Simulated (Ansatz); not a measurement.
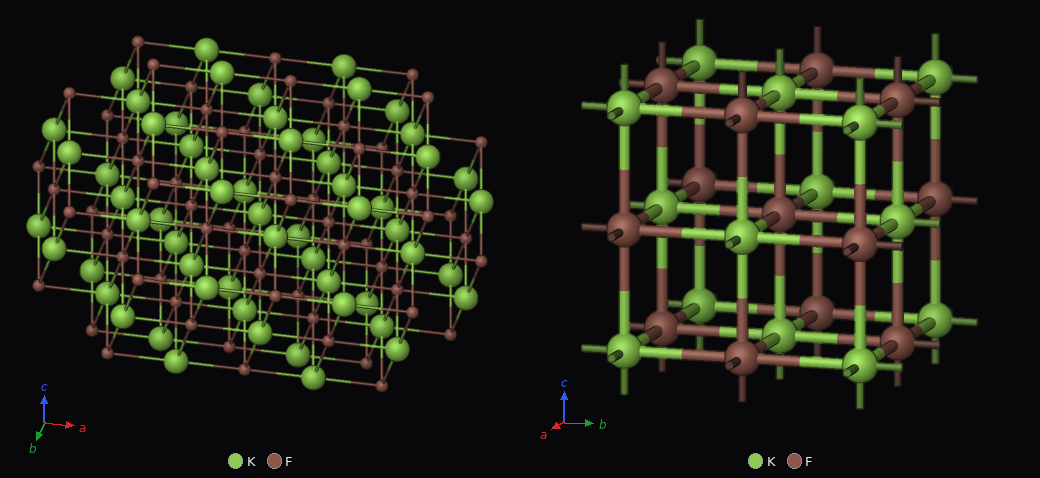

Left: the structure. Right: its underlying net. Nodes are coloured by element. Edges to nodes outside the piece are drawn as stubs.

KF (space group Fm-3m, No. 225): a calculation's input that goes back to an entry of the Crystallography Open Database (an earlier step may have relaxed or displaced it).

Bonds are taken as F–K below 3 Å; no other contact counts. Atoms with one bond or none are removed and atoms with two bonds are replaced by edges, until no such atom is left.

The result is a uninodal 6-connected, three-periodic net: K and F are 6-connected nodes. It is the pcu net, known from NaCl, ReO3 and the B-X framework of perovskite. It is a single net, without interpenetration.

```
   node  links  point symbol  coordination sequence
K and F      6      4^12.6^3         6 18 38 66 102
```
